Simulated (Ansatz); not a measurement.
# Fields on a plane of AlNi3 (Cu3Au type)

```xyz
4
Lattice="3.5191 0.0000 0.0000 0.0000 3.5191 0.0000 0.0000 0.0000 3.5191" Properties=species:S:1:pos:R:3 pbc="T T T"
Ni     0.0000     1.7596     1.7596
Ni     1.7596     1.7596     0.0000
Ni     1.7596     0.0000     1.7596
Al     0.0000     0.0000     0.0000
```

The slice is a {110} plane (indices of the conventional cell) through the point (0.000, 0.500, 0.500) (fractional), spanned by u = [100] and v = [011] in vectors of this cell: u (3.52 Å) and v (4.98 Å, at 90° to u). It covers one period; positions are fractions (u, v).

Atoms on it: Ni at (0.00, 0.00); Al at (0.00, 0.50).

The numbers are results of PBEsol (plane waves to 420 eV, PAW, scalar-relativistic; Ansatz, an electronic-structure program), not measurements. k mesh 13×13×13. Inside the PAW spheres the values are not all-electron values, and peaks at nuclei hang on which shells count as valence. AlNi3 was relaxed with its symmetry unable to fall. Relaxed AlNi3 ends ferromagnetic. The magnetic order is the one the run started from; other orders were not tried.

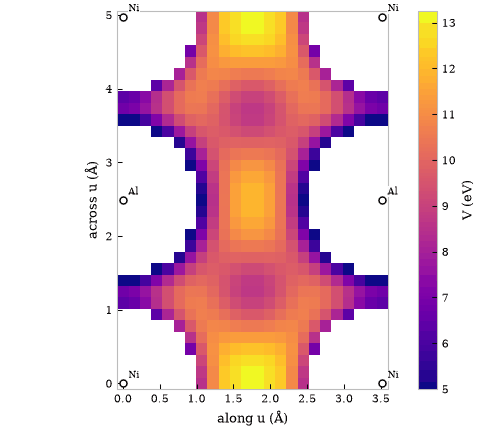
Electrostatic potential energy of an electron, from the cell's mean, in eV, one period of the plane, atoms marked. Points within 1 Å of a nucleus are left white, as the pseudised field means little there. Values under 5 eV are set to 5. The zero, the cell's mean, hangs on the PAW cores.

```
|xxxx5322344444432235xxx|
|xxx543234444444432345xx|
|xx54322345444454322345x|
|55432234554444554322345|
|43322345655445565432233|
|33334566655445566654333|
|44456676655555566766544|
|67778877655555567788777|
|89999987655555567899999|
|89999987665555667899999|
|56799998765555678999976|
|11368998765555678998631|
|xx02589876555567898520x|
|xxx026887655556788620xx|
|xxxx1478765555678741xxx|
|xxxx0478765555678740xxx|
|xxxx1478765555678741xxx|
|xxx026887655556788620xx|
|xx02589876555567898520x|
|11368998765555678998631|
|56799998765555678999976|
|89999987665555667899999|
|89999987655555567899999|
|67778877655555567788777|
|44456676655555566766544|
|33334566655445566654333|
|43322345655445565432233|
|55432234554444554322345|
|xx54322345444454322345x|
|xxx543234444444432345xx|
|xxxx5322344444432235xxx|
|xxxx5422344444432245xxx|
```
Scale: ten equal steps from 0.05 (start of '0') to 0.52 (end of '9'), in the order '0123456789'. Values: ELF of the down spins. The map has 23 points along u (one character each, u = 0 at the left) and 32 along v (v = 0 in the bottom row). Points within 0.5 Å of a nucleus are blanked (x), as the pseudised field means little there.

| Property | Value |
|---|---|
| Density on the Ni–Al line (2.49 Å) at its midpoint | 0.30 e/Å³ |
| ELF at that point | 0.37 |
